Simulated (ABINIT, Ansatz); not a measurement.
## Ba2MgH6 (P-3m1): G0W0 on several meshes in ABINIT

Aim: the GW shift of Ba2MgH6 (P-3m1) against the k mesh.

Main program and level: ABINIT 10.8.3; LDA and many-body steps on it, plane waves.

### 1. Starting point

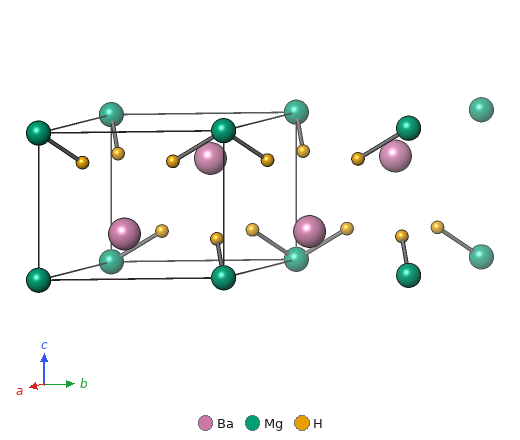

Start, viewed slightly off an axis; barium pink, magnesium teal, hydrogen orange. 1×2×1 cells are drawn. Bonds to atoms that aren't drawn are left out. Some periodic images of atoms are drawn too.

The cell and positions are those that the Materials Project relaxed with its own functionals (PBE, PBE+U or r2SCAN), kept fixed. Spin-orbit coupling is left out unless a step names it.

### 2. Empty states on the mesh, 3×3×2 mesh, 248 bands

This step: ABINIT 10.8.3; DFT, LDA, plane waves, norm-conserving pseudopotentials.

The sums over transitions need many empty states on a uniform mesh; this step solves for them.

File run.abi:

```
acell 3*1.0 Angstrom
rprim 
  5.717818886904 0.000000000024 0.000000000000
  -2.858909443473 4.951776410285 0.000000000000
  0.000000000000 0.000000000000 4.538310090000
ntypat 3
znucl 56 12 1
natom 9
typat 1 1 2 3 3 3 3 3 3
xred 
  0.666666666667 0.333333333333 0.267038260000
  0.333333333333 0.666666666667 0.732961740000
  0.000000000000 0.000000000000 0.000000000000
  0.829634400000 0.659268800000 0.775326710000
  0.829634400000 0.170365600000 0.775326710000
  0.340731200000 0.170365600000 0.775326710000
  0.170365600000 0.340731200000 0.224673290000
  0.170365600000 0.829634400000 0.224673290000
  0.659268800000 0.829634400000 0.224673290000
pp_dirpath "pseudos"
pseudos "Ba.upf, Mg.upf, H.upf"
ecut 38
ngkpt 3 3 2
nshiftk 1
shiftk 0 0 0
kptopt 1
chksymbreak 0
iscf -2
irdden 1
istwfk *1
nband 248
nbdbuf 22
tolwfr 1e-09
nstep 60
prtvol 0
indata_prefix "in"
outdata_prefix "out"
tmpdata_prefix "tmp"
```

On the command line:

```bash
$ OMP_NUM_THREADS=1 mpirun -n 4 abinit run.abi > log
```

Numbers of over 12 decimals in the logs are rounded to 6 here.

The log of the run:

```text
.Version 10.8.3 of ABINIT. v10.8.2 released Aug 2026.

 Symmetries : space group P-3 m 1 (#164); Bravais hP (primitive hexag.)
[... echo of the input left out ...]
== DATASET  1 ==================================================================
-   mpi_nproc: 4, omp_nthreads: 1 (-1 if OMP is not activated)

--- !DatasetInfo
iteration_state: {dtset: 1, }
dimensions: {natom: 9, nkpt: 6, mband: 248, nsppol: 1, nspinor: 1, nspden: 1, mpw: 9726, }
cutoff_energies: {ecut:  38.0, pawecutdg:  -1.0, }
[...]
2.81582    2.81984    2.81984    2.83096    2.83096    2.84896    2.84933    2.84933
   2.85482    2.86055    2.86055    2.88910    2.88947    2.90235    2.90871    2.91110
 prteigrs : prtvol=0 or 1, do not print more k-points.

== END DATASET(S) ==============================================================
================================================================================

 -outvars: echo values of variables after computation  --------
            nband         248
             nkpt           6
          spgroup         164
 [... the other variables as echoed above ...]

 Calculation completed.
```

It took 2.7 min on 4 MPI ranks of Arm Neoverse V2, shared host; peak memory 0.55 GiB.

This step gave:

```yaml
gap: 2.607 eV
k_of_the_valence_top: 0.3333, 0, 0
k_of_the_conduction_bottom: 0, 0, 0
least_direct_gap: 2.729 eV
k_points_computed: 6
lowest_point_of_the_top_converged_band_above_the_valence_top: 71.6634 eV
```

On this mesh the gap is 2.607 eV.

The density comes from a self-consistent run that is not shown.

### 3. Screening, 3×3×2 mesh, 103 bands, screening to 114.3 eV

The RPA dielectric matrix is built and inverted for each q.

This step: RPA screening on LDA, plane waves, norm-conserving pseudopotentials.

Changes to run.abi since step 2:

```diff
@@ -27,10 +27,11 @@
 chksymbreak 0
-iscf -2
-irdden 1
 istwfk *1
-nband 248
-nbdbuf 22
-tolwfr 1e-09
-nstep 60
-prtvol 0
+occopt 1
+irdwfk 1
+optdriver 3
+nband 103
+ecuteps 4.2
+inclvkb 2
+awtr 1
+symchi 1
 indata_prefix "in"
```

The log of the run:

```text
.Version 10.8.3 of ABINIT. v10.8.2 released Aug 2026.

 Symmetries : space group P-3 m 1 (#164); Bravais hP (primitive hexag.)
[... echo of the input left out ...]
== DATASET  1 ==================================================================
-   mpi_nproc: 4, omp_nthreads: 1 (-1 if OMP is not activated)

--- !DatasetInfo
iteration_state: {dtset: 1, }
dimensions: {natom: 9, nkpt: 6, mband: 103, nsppol: 1, nspinor: 1, nspden: 1, mpw: 9726, }
cutoff_energies: {ecut:  38.0, pawecutdg:  -1.0, }
electrons: {nelect:   3.60000000E+01, charge:   0.00000000E+00, occopt:   1.00000000E+00, tsmear:   1.00000000E-02, }

 SCREENING: Calculation of the susceptibility and dielectric matrices

 Based on a program developped by R.W. Godby, V. Olevano, G. Onida, and L. Reining.
 Incorporated in ABINIT by V. Olevano, G.-M. Rignanese, and M. Torrent.
.Using double precision arithmetic ; gwpc =  8

[... cell and pseudopotentials left out ...]
--------------------------------------------------------------------------------

 ==== K-mesh for the wavefunctions ====
 Number of points in the irreducible wedge :     6
[... list of points left out ...]
 Together with 12 symmetry operations and time-reversal symmetry
 yields    18 points in the full Brillouin Zone.

 ==== Q-mesh for the screening function ====
 Number of points in the irreducible wedge :     6
[... list of points left out ...]
 Together with 12 symmetry operations and time-reversal symmetry
 yields    18 points in the full Brillouin Zone.

 setmesh: FFT mesh size selected  =    36x   36x   32
          total number of points  =        41472

 vcoul_init : cutoff-mode = AUXILIARY_FUNCTION
 q-points for optical limit:   1
     1)      0.000010    0.000020    0.000030

- screening: taking advantage of time-reversal symmetry
- Maximum band index for partially occupied states nbvw = 18
- Remaining bands to be divided among processors   nbcw = 85
- Number of bands treated by each node ~21

 Number of electrons calculated from density =   36.0000; Expected =   36.0000
 average of density, n =  0.041516
 r_s =    1.7916
 omega_plasma =   19.6547 [eV]

 calculating chi0 at frequencies [eV] :
  1    0.000000E+00    0.000000E+00
  2    0.000000E+00    1.965467E+01

--------------------------------------------------------------------------------
  q-point number  1        q = ( 0.000000, 0.000000, 0.000000) [r.l.u.]
--------------------------------------------------------------------------------
[... chi0 elements left out ...]
 For q-point:  0.000010 0.000020 0.000030
  dielectric constant =   6.1163
  dielectric constant without local fields =   6.8352

  Average fulfillment of the sum rule on Im[epsilon] for q-point    1 :     64.60  [%]
[... wings left out ...]
  q-point number  2        q = ( 0.333333, 0.000000, 0.000000) [r.l.u.]
--------------------------------------------------------------------------------
[... chi0 elements left out ...]
  Average fulfillment of the sum rule on Im[epsilon] for q-point    2 :     73.59  [%]

 [... 4 further q-points ...]
```

It took 28 s on 4 MPI ranks; peak memory 1.4 GiB.

Numbers from this step:

```yaml
eps_infinity_with_local_fields_on_this_mesh_along_the_program_s_q_direction: 6.116
the_same_without_local_fields: 6.835
plasma_frequency: 19.65 eV
plane_waves_in_the_screening_matrix: 355
```

Local fields lower ε∞ by 11 %. On a Γ-centred mesh this coarse the value itself is usually too large, while a short band sum pulls it down.

### 4. 3×3×2

The self-energy is evaluated for the states that the input lists, and the levels follow from it, in one-shot runs by the linearised quasiparticle equation.

This step: G0W0 on LDA, plane waves, norm-conserving pseudopotentials.

Changes to run.abi since step 3:

```diff
@@ -30,8 +30,17 @@
 irdwfk 1
-optdriver 3
+optdriver 4
 nband 103
+gwcalctyp 0
+ecutsigx 38
+symsigma 1
+nkptgw 2
+kptgw 
+  0.3333333333 0.0000000000 0.0000000000
+  0.0000000000 0.0000000000 0.0000000000
+bdgw 
+  17 20
+  17 21
 ecuteps 4.2
-inclvkb 2
-awtr 1
-symchi 1
+irdscr 1
+ppmodel 1
 indata_prefix "in"
```

The log of the run:

```text
.Version 10.8.3 of ABINIT. v10.8.2 released Aug 2026.

 Symmetries : space group P-3 m 1 (#164); Bravais hP (primitive hexag.)
[... echo of the input left out ...]
== DATASET  1 ==================================================================
-   mpi_nproc: 4, omp_nthreads: 1 (-1 if OMP is not activated)

--- !DatasetInfo
iteration_state: {dtset: 1, }
dimensions: {natom: 9, nkpt: 6, mband: 103, nsppol: 1, nspinor: 1, nspden: 1, mpw: 9726, }
cutoff_energies: {ecut:  38.0, pawecutdg:  -1.0, }
electrons: {nelect:   3.60000000E+01, charge:   0.00000000E+00, occopt:   1.00000000E+00, tsmear:   1.00000000E-02, }

 SIGMA: Calculation of the GW corrections

 Based on a program developped by R.W. Godby, V. Olevano, G. Onida, and L. Reining.
 Incorporated in ABINIT by V. Olevano, G.-M. Rignanese, and M. Torrent.
.Using double precision arithmetic ; gwpc =  8

[... cell and pseudopotentials left out ...]
--------------------------------------------------------------------------------

 ==== K-mesh for the wavefunctions ====
 Number of points in the irreducible wedge :     6
[... list of points left out ...]
 Together with 12 symmetry operations and time-reversal symmetry
 yields    18 points in the full Brillouin Zone.

 ==== Q-mesh for screening function ====
 Number of points in the irreducible wedge :     6
[... list of points left out ...]
 Together with 12 symmetry operations and time-reversal symmetry
 yields    18 points in the full Brillouin Zone.

 vcoul_init : cutoff-mode = AUXILIARY_FUNCTION
 q-points for optical limit:   1
     1)      0.000010    0.000020    0.000030
 setmesh: FFT mesh size selected  =    54x   54x   48
          total number of points  =       139968

 Number of electrons calculated from density =   36.0000; Expected =   36.0000
 average of density, n =  0.041516
 r_s =    1.7916
 omega_plasma =   19.6547 [eV]

 === KS Band Gaps ===
  >>>> For spin  1
   Minimum direct gap =   2.7286 [eV], located at k-point      :   0.0000  0.0000  0.0000
   Fundamental gap    =   2.6073 [eV], Top of valence bands at :   0.3333  0.0000  0.0000
                                       Bottom of conduction at :   0.0000  0.0000  0.0000
 SIGMA fundamental parameters:
 PLASMON POLE MODEL  1
 number of plane-waves for SigmaX                 9653
 number of plane-waves for SigmaC and W            355
 number of plane-waves for wavefunctions          9653
 number of bands                                   103
 number of independent spin polarizations            1
 number of spinorial components                      1
 number of k-points in IBZ                           6
 number of q-points in IBZ                           6
 number of symmetry operations                      12
 number of k-points in BZ                           18
 number of q-points in BZ                           18
 number of frequencies for dSigma/dE                 9
 frequency step for dSigma/dE [eV]                0.25
 number of omega for Sigma on real axis              0
 max omega for Sigma on real axis  [eV]           0.00
 zcut for avoiding poles [eV]                     0.10

 EPSILON^-1 parameters (SCR file):
 dimension of the eps^-1 matrix on file            355
 dimension of the eps^-1 matrix used               355
 number of plane-waves for wavefunctions          9653
 number of bands                                   103
 number of q-points in IBZ                           6
 number of frequencies                               2
 number of real frequencies                          1
 number of imag frequencies                          1

 matrix elements of self-energy operator (all in [eV])

 Perturbative Calculation

--- !SelfEnergy_ee
iteration_state: {dtset: 1, }
kpoint     : [   0.333,    0.000,    0.000, ]
spin       : 1
KS_gap     :    3.236
QP_gap     :    4.916
Delta_QP_KS:    1.680
data: !SigmaeeData |
     Band     E0 <VxcDFT>   SigX SigC(E0)      Z dSigC/dE  Sig(E)    E-E0       E
       17   2.791 -10.749 -13.691   2.114   0.780  -0.282 -11.395  -0.647   2.144
       18   3.309 -10.983 -13.836   2.026   0.782  -0.278 -11.630  -0.647   2.662
       19   6.545  -9.314  -4.491  -3.558   0.817  -0.224  -8.281   1.033   7.578
       20   6.673  -9.659  -4.626  -3.685   0.815  -0.228  -8.561   1.098   7.771

--- !SelfEnergy_ee
iteration_state: {dtset: 1, }
kpoint     : [   0.000,    0.000,    0.000, ]
spin       : 1
KS_gap     :    2.729
QP_gap     :    4.295
Delta_QP_KS:    1.566
data: !SigmaeeData |
     Band     E0 <VxcDFT>   SigX SigC(E0)      Z dSigC/dE  Sig(E)    E-E0       E
       17   3.188 -10.948 -13.800   2.047   0.783  -0.278 -11.578  -0.631   2.557
       18   3.188 -10.948 -13.800   2.047   0.783  -0.278 -11.578  -0.631   2.557
       19   5.916  -9.024  -4.632  -3.253   0.822  -0.217  -8.088   0.935   6.852
       20   7.049  -9.780  -4.575  -3.799   0.813  -0.230  -8.638   1.142   8.191
       21   7.049  -9.780  -4.575  -3.799   0.813  -0.230  -8.638   1.142   8.191

== END DATASET(S) ==============================================================
================================================================================

 -outvars: echo values of variables after computation  --------
           etotal      0.0000000000E+00
            nband         103
             nkpt           6
          spgroup         164
 [... the other variables as echoed above ...]

 Calculation completed.
```

Wall time 13 s (4 MPI ranks); peak memory 1.1 GiB.

This step gave:

| Item | Value |
| --- | --- |
| G0W0 gap on the points computed | 4.19 eV |
| starting gap on the mesh | 2.607 eV |
| k of the valence top | 0.3333, 0, 0 |
| k of the conduction bottom | 0, 0, 0 |
| Z at the valence top | 0.782 |
| Z at the conduction bottom | 0.822 |
| least direct G0W0 gap on the computed points | 4.295 eV |

The gap on the mesh goes from 2.61 eV to 4.19 eV, a correction of +1.58 eV.

### 5. Empty states on the mesh, 3×3×4 mesh, 113 bands

This step: DFT, LDA, plane waves, norm-conserving pseudopotentials.

Changes to run.abi since step 4:

```diff
@@ -22,3 +22,3 @@
 ecut 38
-ngkpt 3 3 2
+ngkpt 3 3 4
 nshiftk 1
@@ -27,20 +27,10 @@
 chksymbreak 0
+iscf -2
+irdden 1
 istwfk *1
-occopt 1
-irdwfk 1
-optdriver 4
-nband 103
-gwcalctyp 0
-ecutsigx 38
-symsigma 1
-nkptgw 2
-kptgw 
-  0.3333333333 0.0000000000 0.0000000000
-  0.0000000000 0.0000000000 0.0000000000
-bdgw 
-  17 20
-  17 21
-ecuteps 4.2
-irdscr 1
-ppmodel 1
+nband 113
+nbdbuf 10
+tolwfr 1e-09
+nstep 60
+prtvol 0
 indata_prefix "in"
```

The log of the run:

```text
.Version 10.8.3 of ABINIT. v10.8.2 released Aug 2026.

 Symmetries : space group P-3 m 1 (#164); Bravais hP (primitive hexag.)
[... echo of the input left out ...]
== DATASET  1 ==================================================================
-   mpi_nproc: 4, omp_nthreads: 1 (-1 if OMP is not activated)

--- !DatasetInfo
iteration_state: {dtset: 1, }
dimensions: {natom: 9, nkpt: 10, mband: 113, nsppol: 1, nspinor: 1, nspden: 1, mpw: 9726, }
cutoff_energies: {ecut:  38.0, pawecutdg:  -1.0, }
[...]
1.46001    1.46001    1.47642    1.47642    1.48273    1.48704    1.51879    1.51879
   1.53629    1.54894    1.56355    1.57697    1.59641    1.59679    1.60880    1.61632
   1.62425
 prteigrs : prtvol=0 or 1, do not print more k-points.

== END DATASET(S) ==============================================================
================================================================================

 -outvars: echo values of variables after computation  --------
            nband         113
             nkpt          10
          spgroup         164
 [... the other variables as echoed above ...]

 Calculation completed.
```

The job ended after 71 s (4 MPI ranks; peak memory 0.53 GiB).

Numbers from this step:

```yaml
gap: 2.607 eV
k_of_the_valence_top: 0.3333, 0, 0
k_of_the_conduction_bottom: 0, 0, 0
least_direct_gap: 2.729 eV
k_points_computed: 10
lowest_point_of_the_top_converged_band_above_the_valence_top: 36.50 eV
```

On this mesh the gap is 2.607 eV.

### 6. Screening, 3×3×4 mesh, 103 bands, screening to 114.3 eV

This step: RPA screening on LDA, plane waves, norm-conserving pseudopotentials.

Changes to run.abi since step 5:

```diff
@@ -27,10 +27,11 @@
 chksymbreak 0
-iscf -2
-irdden 1
 istwfk *1
-nband 113
-nbdbuf 10
-tolwfr 1e-09
-nstep 60
-prtvol 0
+occopt 1
+irdwfk 1
+optdriver 3
+nband 103
+ecuteps 4.2
+inclvkb 2
+awtr 1
+symchi 1
 indata_prefix "in"
```

The log of the run:

```text
.Version 10.8.3 of ABINIT. v10.8.2 released Aug 2026.

 Symmetries : space group P-3 m 1 (#164); Bravais hP (primitive hexag.)
[... echo of the input left out ...]
== DATASET  1 ==================================================================
-   mpi_nproc: 4, omp_nthreads: 1 (-1 if OMP is not activated)

--- !DatasetInfo
iteration_state: {dtset: 1, }
dimensions: {natom: 9, nkpt: 10, mband: 103, nsppol: 1, nspinor: 1, nspden: 1, mpw: 9726, }
cutoff_energies: {ecut:  38.0, pawecutdg:  -1.0, }
electrons: {nelect:   3.60000000E+01, charge:   0.00000000E+00, occopt:   1.00000000E+00, tsmear:   1.00000000E-02, }

 SCREENING: Calculation of the susceptibility and dielectric matrices

 Based on a program developped by R.W. Godby, V. Olevano, G. Onida, and L. Reining.
 Incorporated in ABINIT by V. Olevano, G.-M. Rignanese, and M. Torrent.
.Using double precision arithmetic ; gwpc =  8

[... cell and pseudopotentials left out ...]
--------------------------------------------------------------------------------

 ==== K-mesh for the wavefunctions ====
 Number of points in the irreducible wedge :    10
[... list of points left out ...]
 Together with 12 symmetry operations and time-reversal symmetry
 yields    36 points in the full Brillouin Zone.

 ==== Q-mesh for the screening function ====
 Number of points in the irreducible wedge :    10
[... list of points left out ...]
 Together with 12 symmetry operations and time-reversal symmetry
 yields    36 points in the full Brillouin Zone.

 setmesh: FFT mesh size selected  =    36x   36x   32
          total number of points  =        41472

 vcoul_init : cutoff-mode = AUXILIARY_FUNCTION
 q-points for optical limit:   1
     1)      0.000010    0.000020    0.000030

- screening: taking advantage of time-reversal symmetry
- Maximum band index for partially occupied states nbvw = 18
- Remaining bands to be divided among processors   nbcw = 85
- Number of bands treated by each node ~21

 Number of electrons calculated from density =   36.0000; Expected =   36.0000
 average of density, n =  0.041516
 r_s =    1.7916
 omega_plasma =   19.6547 [eV]

 calculating chi0 at frequencies [eV] :
  1    0.000000E+00    0.000000E+00
  2    0.000000E+00    1.965467E+01

--------------------------------------------------------------------------------
  q-point number  1        q = ( 0.000000, 0.000000, 0.000000) [r.l.u.]
--------------------------------------------------------------------------------
[... chi0 elements left out ...]
 For q-point:  0.000010 0.000020 0.000030
  dielectric constant =   5.1233
  dielectric constant without local fields =   5.7149

  Average fulfillment of the sum rule on Im[epsilon] for q-point    1 :     64.65  [%]
[... wings left out ...]
  q-point number  2        q = ( 0.333333, 0.000000, 0.000000) [r.l.u.]
--------------------------------------------------------------------------------
[... chi0 elements left out ...]
  Average fulfillment of the sum rule on Im[epsilon] for q-point    2 :     73.62  [%]

 [... 8 further q-points ...]
```

Elapsed: 67 s, on 4 MPI ranks; peak memory 1.8 GiB; 4.5 min of CPU time.

This step gave:

```
ε∞ with local fields, on this mesh, along the program's q direction : 5.123
the same without local fields                                       : 5.715
plasma frequency                                                    : 19.65 eV
plane waves in the screening matrix                                 : 355
```

[end of part 1 of 2]

[Paths, hosts, dates, memory and timing lines, banners, echoed tables and standing remarks are left out of the program output.]

[Logs are printed without paths, hosts, clocks, repeated set-up lines and the standing remarks that a program may print on its own settings, such as how far it seeks lower states.]

[Runs of the session that timed out or met a known fault of the program may be left out.]

[Hosts, paths, dates, database ids (printed as entryN), source tags and the programs' standing remarks are cut or masked in the printed files.]

[G0W0 gaps are taken among the corrected bands and points alone; a level outside them can change the order at an edge.]

[Where Ansatz stands beside ABINIT at settings called matched, ABINIT's density can come from a denser mesh and the files from another edition; pairs whose starting gaps differed by over 0.03 eV were left out, so agreement reads better than it is.]
